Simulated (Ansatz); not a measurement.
# H2O on Al(100), bridge start, 2x2 cell: work function, bands and core levels, part 2 of 4

Wanted: core-level shifts and unfolded surface bands for H2O on Al(100), bridge start, 2x2 cell.

Ansatz 0.2.0; DFT, PBE, plane-wave PAW, default files, scalar-relativistic.

So far, work function, lower face (eV): step 2 (the clean face) 4.29.

## Step 3: Relaxation

System of this step: Al20H2O. The cell holds 23 atoms: 2 H, 1 O and 20 Al. Its edges and angles: a = 5.713 Å, b = 5.713 Å, c = 25.080 Å, α = 90.0°, β = 90.0°, γ = 90.0°. It derives from Al. How the cell was made: adsorbate; added: H2O; site: bridge; coverage 0.25 monolayer; cell: 2x2; on one face. Regions: ad, 3 atoms (2 H and 1 O); L1, 4 atoms (4 Al); L2, 4 atoms (4 Al); L3, 4 atoms (4 Al); rest, 8 atoms (8 Al). Vacuum lies along c.

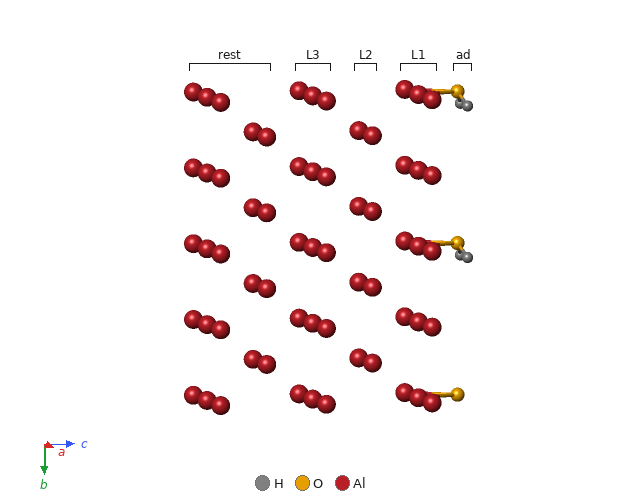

The cell of this step (hydrogen grey, oxygen orange, aluminium red). Bonds to atoms that aren't drawn are left out. 1×2×1 cells are drawn. Some periodic images of atoms are drawn too.

Levels and vacuum steps follow bond lengths, so the atoms are relaxed first. 12 atoms are held to stand for the bulk. A dipole correction cancels the field between unlike faces.

Contents of input.yaml:

```yaml
crystal:
  lattice:
    - [5.713422792, 0.0, 0.0]
    - [0.0, 5.713422792, 0.0]
    - [0.0, 0.0, 25.08]
  atoms:
    - { symbol: H, position: [0.383127444, 0.087513215, 0.700956938] }
    - { symbol: H, position: [0.120353512, 0.087513215, 0.700956938] }
    - { symbol: O, position: [0.25262868, 0.0, 0.690988836] }
    - { symbol: Al, position: [0.0, 0.0, 0.621212121] }
    - { symbol: Al, position: [0.5, 0.0, 0.621212121] }
    - { symbol: Al, position: [0.0, 0.5, 0.621212121] }
    - { symbol: Al, position: [0.5, 0.5, 0.621212121] }
    - { symbol: Al, position: [0.25, 0.25, 0.540669856] }
    - { symbol: Al, position: [0.75, 0.25, 0.540669856] }
    - { symbol: Al, position: [0.25, 0.75, 0.540669856] }
    - { symbol: Al, position: [0.75, 0.75, 0.540669856] }
    - { symbol: Al, position: [0.0, 0.0, 0.460127592] }
    - { symbol: Al, position: [0.5, 0.0, 0.460127592] }
    - { symbol: Al, position: [0.0, 0.5, 0.460127592] }
    - { symbol: Al, position: [0.5, 0.5, 0.460127592] }
    - { symbol: Al, position: [0.25, 0.25, 0.379585327] }
    - { symbol: Al, position: [0.75, 0.25, 0.379585327] }
    - { symbol: Al, position: [0.25, 0.75, 0.379585327] }
    - { symbol: Al, position: [0.75, 0.75, 0.379585327] }
    - { symbol: Al, position: [0.0, 0.0, 0.299043062] }
    - { symbol: Al, position: [0.5, 0.0, 0.299043062] }
    - { symbol: Al, position: [0.0, 0.5, 0.299043062] }
    - { symbol: Al, position: [0.5, 0.5, 0.299043062] }
kpoints:
  mp_grid: { grid: [6, 6, 1] }
scf:
  occupations: { method: fermi_dirac, width: 0.05 }
  n_extra_bands: 17
hamiltonian:
  xc: pbe
  pseudopotentials: { kind: paw }
output:
  forces: true
  write_potential: true
  volumetric_format: []
efield:
  axis: 3
  dipole_correction: true
relax:
  f_tol: 0.03
  max_steps: 45
  constraints: [{ sites: [11, 12, 13, 14, 15, 16, 17, 18, 19, 20, 21, 22] }]
```

Started as:

```
> ansatz run input.yaml --threads 4 --pin off --max-ram 12288MiB --backend cpu --events-out ev --progress --plain --runs-dir out
```

Numbers of over 12 decimals in the logs are rounded to 6 here.

Output:

```text
[...]
Crystal: 23 atoms, lattice volume = 818.691 Å³
Basis set: ecut = 420 eV, 16103 PW (Γ), exchange–correlation on 80×80×360 points (8 copies of the dense FFT grid, shifted against one another)
Bands: 51, of which v1, the nominal top of the filled ones, is band 34 counted from 1 (33 counted from 0)
Symmetry: 1 space group operations
[...]
k-points: 20 of 36 (time reversal used)
[...]
SCF iter   1: F=—  HF=-11344.383916 eV  |F-HF|=—  |Δ(HF+E_count)|=         —  Δρ=1.94e-3  dr2=1.59e-1  ethr=1.77e-3  p=0.162 e·Å  D=3.57e-2 V/Å  ΔV_dip=-0.90 eV  dr2_dipole=6.09e-2  V_vac-E_F(+/−)=3.30/4.20 eV  ⟨swp⟩=10.6  Hψ=6499  notcnv=0  defer=24
[...]
SCF iter   6: F=-11344.374089 eV  HF=-11344.374089 eV  |F-HF|=1.84e-7  |Δ(HF+E_count)|=   1.97e-6  Δρ=4.40e-6  dr2=5.78e-7  ethr=1.42e-8  p=0.214 e·Å  D=4.72e-2 V/Å  ΔV_dip=-1.18 eV  dr2_dipole=8.12e-8  V_vac-E_F(+/−)=3.13/4.31 eV  ⟨swp⟩=11.4  Hψ=8953  notcnv=0
SCF 1 converged in 6 iterations: F = -11344.374089 eV  dr2 = 5.78e-7
[...]
relax step   1: F+E_penalty+E_count = -11344.37408856 eV  Δ(F+E_penalty+E_count) = +0.000e0 eV  max|allowed force component| = 3.113e0 eV/Å  Δτ_max = 0.0000 Å  (6 SCF iters, dr2 threshold 2.25e-5 eV, accepted)
[...]
SCF iter   5: F=-11344.874620 eV  HF=-11344.874621 eV  |F-HF|=8.56e-7  |Δ(HF+E_count)|=   3.31e-5  Δρ=2.49e-5  dr2=1.08e-5  ethr=1.47e-7  p=0.208 e·Å  D=4.60e-2 V/Å  ΔV_dip=-1.15 eV  dr2_dipole=4.89e-7  V_vac-E_F(+/−)=3.17/4.32 eV  ⟨swp⟩=12.9  Hψ=9744  notcnv=0
SCF 2 converged in 5 iterations: F = -11344.874620 eV  dr2 = 1.08e-5
[...]
relax step   2: F+E_penalty+E_count = -11344.87461966 eV  Δ(F+E_penalty+E_count) = -5.005e-1 eV  max|allowed force component| = 7.392e-1 eV/Å  Δτ_max = 0.1914 Å  (5 SCF iters, dr2 threshold 1.00e-4 eV, accepted)
SCF iter   1: F=—  HF=-11345.156643 eV  |F-HF|=—  |Δ(HF+E_count)|=         —  Δρ=7.78e-3  dr2=2.88e-1  ethr=2.13e-3  p=0.208 e·Å  D=4.60e-2 V/Å  ΔV_dip=-1.15 eV  dr2_dipole=7.59e-2  V_vac-E_F(+/−)=3.19/4.34 eV  ⟨swp⟩=4.0  Hψ=3473  notcnv=0  defer=38
[...]
SCF iter   5: F=-11345.104404 eV  HF=-11345.104409 eV  |F-HF|=5.68e-6  |Δ(HF+E_count)|=   7.88e-6  Δρ=3.36e-5  dr2=1.91e-5  ethr=5.02e-8  p=0.146 e·Å  D=3.23e-2 V/Å  ΔV_dip=-0.81 eV  dr2_dipole=4.58e-9  V_vac-E_F(+/−)=3.51/4.33 eV  ⟨swp⟩=12.6  Hψ=9880  notcnv=0
SCF 3 converged in 5 iterations: F = -11345.104404 eV  dr2 = 1.91e-5
[...]
relax step   3: F+E_penalty+E_count = -11345.10440352 eV  Δ(F+E_penalty+E_count) = -2.298e-1 eV  max|allowed force component| = 7.659e-1 eV/Å  Δτ_max = 0.1945 Å  (5 SCF iters, dr2 threshold 3.41e-5 eV, accepted)
[... from here on, the SCF cycles and remarks between the steps are left out ...]
relax step   4: F+E_penalty+E_count = -11345.21483394 eV  Δ(F+E_penalty+E_count) = -1.104e-1 eV  max|allowed force component| = 5.740e-1 eV/Å  Δτ_max = 0.2000 Å  (5 SCF iters, dr2 threshold 3.67e-5 eV, accepted)
relax step   5: F+E_penalty+E_count = -11345.33060282 eV  Δ(F+E_penalty+E_count) = -1.158e-1 eV  max|allowed force component| = 5.335e-1 eV/Å  Δτ_max = 0.2000 Å  (5 SCF iters, dr2 threshold 1.00e-4 eV, accepted)
relax step   6: F+E_penalty+E_count = -11345.43439110 eV  Δ(F+E_penalty+E_count) = -1.038e-1 eV  max|allowed force component| = 4.785e-1 eV/Å  Δτ_max = 0.2000 Å  (5 SCF iters, dr2 threshold 1.00e-4 eV, accepted)
relax step   7: F+E_penalty+E_count = -11345.52434648 eV  Δ(F+E_penalty+E_count) = -8.996e-2 eV  max|allowed force component| = 4.635e-1 eV/Å  Δτ_max = 0.1914 Å  (5 SCF iters, dr2 threshold 1.00e-4 eV, accepted)
relax step   8: F+E_penalty+E_count = -11345.55383815 eV  Δ(F+E_penalty+E_count) = -2.949e-2 eV  max|allowed force component| = 2.694e-1 eV/Å  Δτ_max = 0.2000 Å  (5 SCF iters, dr2 threshold 1.00e-4 eV, accepted)
relax step   9: F+E_penalty+E_count = -11345.57223960 eV  Δ(F+E_penalty+E_count) = -1.840e-2 eV  max|allowed force component| = 9.580e-2 eV/Å  Δτ_max = 0.2000 Å  (5 SCF iters, dr2 threshold 2.45e-5 eV, accepted)
relax step  10: F+E_penalty+E_count = -11345.57836492 eV  Δ(F+E_penalty+E_count) = -6.125e-3 eV  max|allowed force component| = 1.115e-1 eV/Å  Δτ_max = 0.1712 Å  (7 SCF iters, dr2 threshold 1.16e-6 eV, accepted)
relax step  11: F+E_penalty+E_count = -11345.57756032 eV  Δ(F+E_penalty+E_count) = +8.046e-4 eV  max|allowed force component| = 1.440e-1 eV/Å  Δτ_max = 0.1024 Å  (6 SCF iters, dr2 threshold 1.57e-6 eV, rejected (line search))
relax step  12: F+E_penalty+E_count = -11345.58330611 eV  Δ(F+E_penalty+E_count) = -4.941e-3 eV  max|allowed force component| = 2.290e-2 eV/Å  Δτ_max = 0.0512 Å  (7 SCF iters, accepted)
relax step  13: F+E_penalty+E_count = -11345.58065417 eV  Δ(F+E_penalty+E_count) = +2.652e-3 eV  max|allowed force component| = 3.535e-1 eV/Å  Δτ_max = 0.0979 Å  (7 SCF iters, rejected (line search))
relax step  14: F+E_penalty+E_count = -11345.58384860 eV  Δ(F+E_penalty+E_count) = -5.425e-4 eV  max|allowed force component| = 1.857e-2 eV/Å  Δτ_max = 0.0358 Å  (6 SCF iters, accepted)
relax step  15: F+E_penalty+E_count = -11345.58406573 eV  Δ(F+E_penalty+E_count) = -2.171e-4 eV  max|allowed force component| = 4.452e-2 eV/Å  Δτ_max = 0.0388 Å  (6 SCF iters, accepted)
relax step  16: F+E_penalty+E_count = -11345.58415978 eV  Δ(F+E_penalty+E_count) = -9.405e-5 eV  max|allowed force component| = 1.420e-2 eV/Å  Δτ_max = 0.0157 Å  (4 SCF iters, dr2 threshold 1.30e-6 eV, accepted)
[...]
SCF iter   3: F=-11345.584160 eV  HF=-11345.584160 eV  |F-HF|=1.44e-10  |Δ(HF+E_count)|=   1.44e-8  Δρ=9.37e-7  dr2=9.93e-9  ethr=1.47e-10  p=0.180 e·Å  D=3.98e-2 V/Å  ΔV_dip=-1.00 eV  dr2_dipole=1.29e-9  V_vac-E_F(+/−)=3.33/4.33 eV  ⟨swp⟩=10.4  Hψ=7437  notcnv=0
SCF 17 converged in 3 iterations: F = -11345.584160 eV  dr2 = 9.93e-9
relax step  17: F+E_penalty+E_count = -11345.58415986 eV  Δ(F+E_penalty+E_count) = -7.968e-8 eV  max|allowed force component| = 1.370e-2 eV/Å  Δτ_max = 0.0000 Å  (3 SCF iters, accepted)
NSCF: frozen V_eff on 20 k-points
[...]
WARN: The output density's exchange-correlation potential varies sharply where the density is thin. Do not read a vacuum level from v_tot or v_xc, or from such a field of the output density. On a cell that repeats whose density bears no net charge and no dipole along the vacuum's axis use v_es (v_loc + v_h of the components); under efield.dipole_correction with no amplitude use v_es + v_field, which holds any externa [...]
SCF converged after 3 iterations
Free energy (F): -11345.584160 eV
[...]
Internal energy: -11345.490351 eV  (E = F + TS)
E sigma→0 (E₀):  -11345.537255 eV
Entropy (-TS):   -0.093809 eV (-4.079 meV/atom)
Fermi energy:    1.125567 eV
Dipole field:    D = 0.039808 V/Å  (p = 0.180106 e·Å, saw-weighted, corrected)
Work function:   Φ+ = 3.3267 eV   Φ− = 4.3251 eV
[...]
--- Forces (eV/Å), atoms counted from 1 ---
  atom   1  H      0.00054452    -0.00344133     0.00003691
  atom   2  H      0.00712644    -0.00197843     0.00155996
  atom   3  O     -0.01369706     0.00178176     0.00079013
  atom   4  Al    -0.00195716    -0.00072075    -0.00119427
  atom   5  Al     0.00505261     0.00122962    -0.00259921
  atom   6  Al     0.00128648     0.00140660    -0.00005724
  atom   7  Al     0.00003234     0.00002620     0.00001797
  atom   8  Al     0.00020310    -0.00030221     0.00141971
  atom   9  Al    -0.00071926    -0.00001254     0.00019508
  atom  10  Al    -0.00025058    -0.00017399     0.00039130
  atom  11  Al     0.00010291    -0.00014099    -0.00048011
  atom  12  Al     0.02877202     0.02657549    -0.05157886
  atom  13  Al    -0.01624979     0.02237383     0.04125779
  atom  14  Al     0.01108123    -0.01536283    -0.00059779
  atom  15  Al    -0.01697059    -0.03684942    -0.04708192
  atom  16  Al    -0.00336995     0.00334662     0.14861806
  atom  17  Al    -0.00006087     0.01337416     0.14576448
  atom  18  Al    -0.01386289     0.00081391     0.14590466
  atom  19  Al     0.00954465    -0.00814863     0.14853923
  atom  20  Al     0.00115353    -0.00527822    -0.14229323
  atom  21  Al    -0.00109311     0.00140400    -0.11809765
  atom  22  Al    -0.00209216     0.00101929    -0.12906749
  atom  23  Al     0.00545357    -0.00091200    -0.14141881
  max |Σ_I F_I| component: 3.01e-5 eV/Å
--- Band table (eV; the first three rows and the last of 20) ---
  k-point 0: bands = [... 30 lower, -0.1064, -0.0209, 0.6393, 0.8225, 0.8270, 1.0848, 1.0871, 1.3812, ... 13 higher]
  k-point 1: bands = [... 30 lower, 0.1199, 0.2553, 0.6358, 0.9389, 1.0072, 1.3534, 1.6451, 1.8637, ... 13 higher]
  k-point 2: bands = [... 30 lower, -0.2616, 0.5549, 0.8139, 0.9602, 1.0861, 1.7291, 2.2385, 2.3330, ... 13 higher]
  k-point 19: bands = [... 30 lower, 1.1073, 1.4798, 1.4870, 1.4909, 1.5448, 1.5733, 2.1032, 2.1095, ... 13 higher]
--- Relaxed structure (17 steps of the walk, 15 accepted, 0 SCFs on fresh bases) ---
  F+E_penalty+E_count = -11345.58415986 eV   max|allowed force component| = 1.370e-2 eV/Å
  atoms:
    - { symbol: H, position: [0.493636, 0.222694, 0.715437] }
    - { symbol: H, position: [0.288018, 0.044764, 0.716001] }
    - { symbol: O, position: [0.459601, 0.054065, 0.713144] }
    - { symbol: Al, position: [-0.00817838, -0.0031327, 0.621062] }
    - { symbol: Al, position: [0.498863, 0.00233685, 0.627197] }
    - { symbol: Al, position: [0.00104613, 0.498046, 0.623012] }
    - { symbol: Al, position: [0.502449, 0.511742, 0.620810] }
    - { symbol: Al, position: [0.250893, 0.249467, 0.541587] }
    - { symbol: Al, position: [0.749383, 0.250454, 0.540766] }
    - { symbol: Al, position: [0.249510, 0.750986, 0.540501] }
    - { symbol: Al, position: [0.750682, 0.749838, 0.539814] }
    - { symbol: Al, position: [0.0, 0.0, 0.460128] }
    - { symbol: Al, position: [0.5, 0.0, 0.460128] }
    - { symbol: Al, position: [0.0, 0.5, 0.460128] }
    - { symbol: Al, position: [0.5, 0.5, 0.460128] }
    - { symbol: Al, position: [0.25, 0.25, 0.379585] }
    - { symbol: Al, position: [0.750000, 0.25, 0.379585] }
    - { symbol: Al, position: [0.25, 0.750000, 0.379585] }
    - { symbol: Al, position: [0.750000, 0.750000, 0.379585] }
    - { symbol: Al, position: [0.0, 0.0, 0.299043] }
    - { symbol: Al, position: [0.5, 0.0, 0.299043] }
    - { symbol: Al, position: [0.0, 0.5, 0.299043] }
    - { symbol: Al, position: [0.5, 0.5, 0.299043] }
```

It took 4.8 min on 4 threads of Arm Neoverse V2, shared host; peak memory 1.6 GiB; 19 min of CPU time.

The steps of the relaxation:

| step | energy less that of the first step (eV) | largest force component (eV/Å) |
| --- | --- | --- |
| 1 | 0.0000 | 3.1133 |
| 2 | -0.5005 | 0.7392 |
| 3 | -0.7303 | 0.7659 |
| 4 | -0.8407 | 0.5740 |
| 5 | -0.9565 | 0.5335 |
| 6 | -1.0603 | 0.4785 |
| 7 | -1.1503 | 0.4635 |
| 8 | -1.1797 | 0.2694 |
| 9 | -1.1982 | 0.0958 |
| 10 | -1.2043 | 0.1115 |
| 11 | -1.2035 | 0.1440 |
| 12 | -1.2092 | 0.0229 |
| 13 | -1.2066 | 0.3535 |
| 14 | -1.2098 | 0.0186 |
| 15 | -1.2100 | 0.0445 |
| 16 | -1.2101 | 0.0142 |
| 17 | -1.2101 | 0.0137 |

Relaxation steps 11, 13 were tried and not accepted.

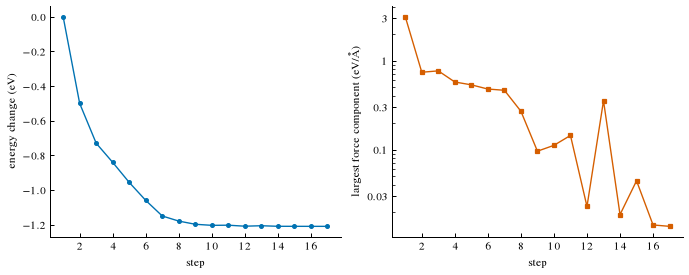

Energy and largest force along the relaxation.

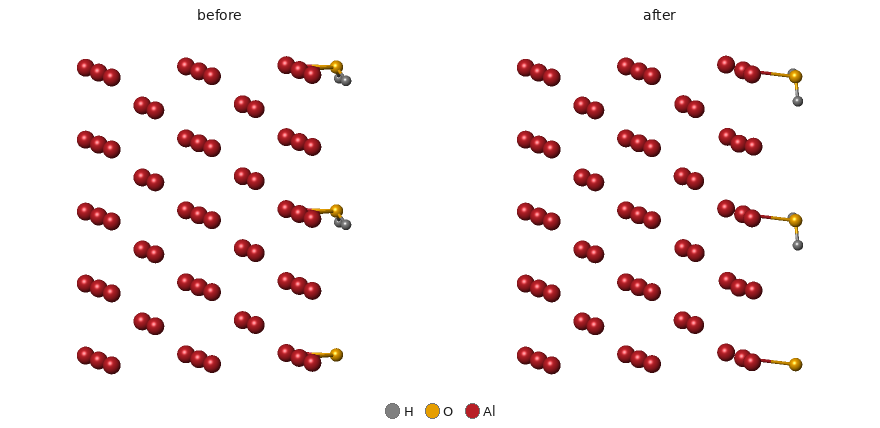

The structure before and after the relaxation, drawn at the same scale. Bonds to atoms that aren't drawn are left out.

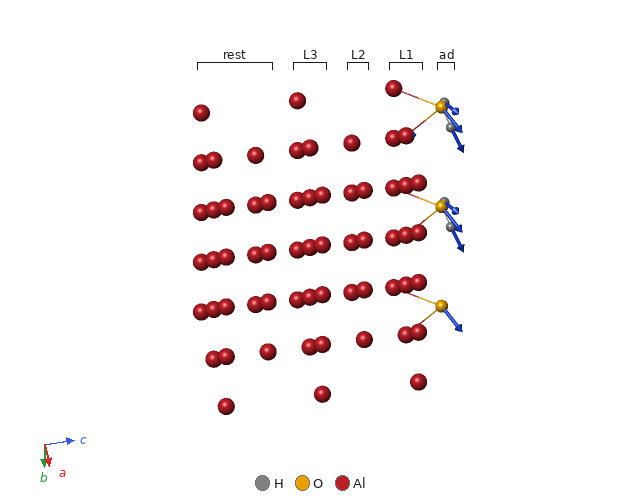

Displacements in the relaxation, scaled; the longest in the cell stands for 1.34 Å. Bonds to atoms that aren't drawn are left out. 1×2×1 cells are drawn. Some periodic images of atoms are drawn too.

The atoms that moved most (Å):

| atom | dx | dy | dz | length |
| --- | --- | --- | --- | --- |
| O3 | 1.183 | 0.309 | 0.556 | 1.343 |
| H1 | 0.631 | 0.772 | 0.363 | 1.062 |
| H2 | 0.958 | -0.244 | 0.377 | 1.058 |
| Al5 | -0.006 | 0.013 | 0.150 | 0.151 |
| Al7 | 0.014 | 0.067 | -0.010 | 0.069 |
| Al4 | -0.047 | -0.018 | -0.004 | 0.050 |
| Al6 | 0.006 | -0.011 | 0.045 | 0.047 |
| Al8 | 0.005 | -0.003 | 0.023 | 0.024 |

This step gave:

```
free energy               : -11345.5842 eV
energy at zero smearing   : -11345.5373 eV
smearing term TS          : 0.09381 eV
Fermi energy              : 1.126 eV
symmetry operations       : 1
work function, upper face : 3.326 eV
work function, lower face : 4.325 eV
```

The relaxation ends 53 meV an atom lower, with a largest force component of 0.014 eV/Å on the free atoms. For the work function, lower face, step 2 gave 4.29 eV; this run, with 23 atoms, gives 4.33 eV.

(Continued in part 3 of 4.)

[Logs are printed without paths, hosts, clocks, repeated set-up lines and the standing remarks that a program may print on its own settings, such as how far it seeks lower states.]

[Hosts, paths, dates, database ids (printed as entryN), source tags and the programs' standing remarks are cut or masked in the printed files.]

[Maps of the electrostatic potential energy from Ansatz leave out the sawtooth potential of an applied field or a dipole correction, so their vacuum need not be flat; work functions include it.]
